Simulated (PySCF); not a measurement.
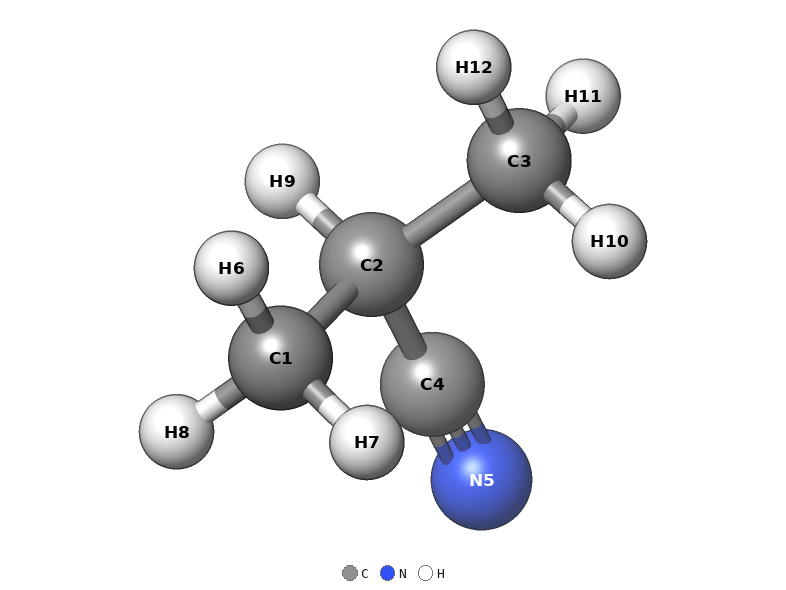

The computed structure is the end point of a GFN2-xTB optimisation. No frequency run is at hand to confirm it as a minimum. Method: delta-SCF UKS SCAN, pcX-2 on the ionised atom, pcseg-1 elsewhere, spin-free X2C (PySCF 2.14.0).

Give the core-electron binding energies (to vacuum) of C1 1s, C2 1s, C4 1s, N5 1s.

```
atom  level  binding energy (eV)
  C1     1s                291.2
  C2     1s                292.3
  C4     1s                292.1
  N5     1s                404.9
```
